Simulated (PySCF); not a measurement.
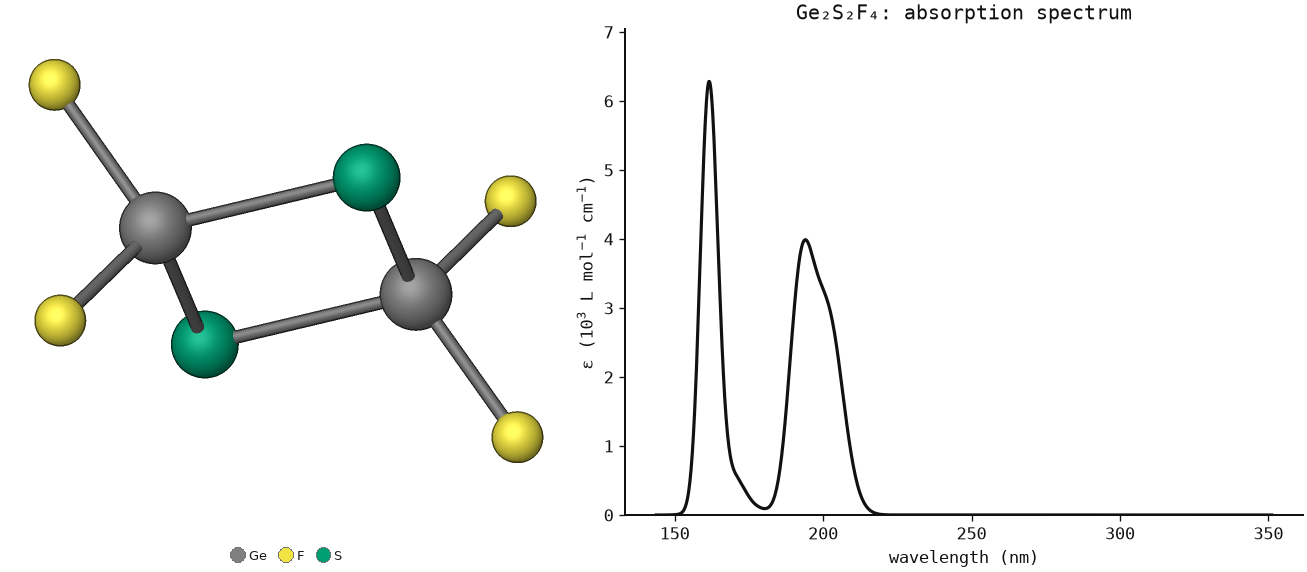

Computed absorption of Ge₂S₂F₄, singlet. Vertical TDDFT excitations, PBE0/def2-SVPD in PySCF 2.14.0, at a PBE0-D3(BJ)/def2-SVP geometry (no frequency check), gas phase. Only the first 15 singlet excitations are included; each is broadened by a Gaussian of 1/e half-width 0.20 eV.

Q: Which of the computed transitions is the brightest, and what character does the calculation give it?

A: S11 at 7.67 eV (162 nm), f = 0.078, mixed, the largest part being HOMO → LUMO+3 (36 %).

Q: List the transitions behind the spectrum.

A:
| state | E (eV) | λ (nm) | f | main character |
| --- | --- | --- | --- | --- |
| S1 | 4.73 | 262 | 0.000 | HOMO → LUMO (99 %) |
| S2 | 5.32 | 233 | 0.000 | HOMO → LUMO+1 (99 %) |
| S3 | 5.55 | 223 | 0.000 | HOMO−1 → LUMO (98 %) |
| S4 | 5.83 | 213 | 0.000 | HOMO−2 → LUMO (99 %) |
| S5 | 6.13 | 202 | 0.032 | HOMO−1 → LUMO+1 (97 %) |
| S6 | 6.42 | 193 | 0.045 | HOMO−2 → LUMO+1 (95 %) |
| S7 | 6.97 | 178 | 0.001 | HOMO−3 → LUMO (55 %) |
| S8 | 7.25 | 171 | 0.000 | HOMO−3 → LUMO+1 (98 %) |
| S9 | 7.26 | 171 | 0.006 | HOMO → LUMO+2 (95 %) |
| S10 | 7.30 | 170 | 0.000 | HOMO → LUMO+4 (97 %) |
| S11 | 7.67 | 162 | 0.078 | HOMO → LUMO+3 (36 %) |
| S12 | 7.82 | 159 | 0.000 | HOMO−4 → LUMO (52 %) |
| S13 | 7.90 | 157 | 0.000 | HOMO → LUMO+5 (97 %) |
| S14 | 7.98 | 155 | 0.000 | HOMO−1 → LUMO+2 (78 %) |
| S15 | 8.13 | 153 | 0.000 | HOMO−2 → LUMO+3 (70 %) |

Note: core orbitals are frozen in the response.
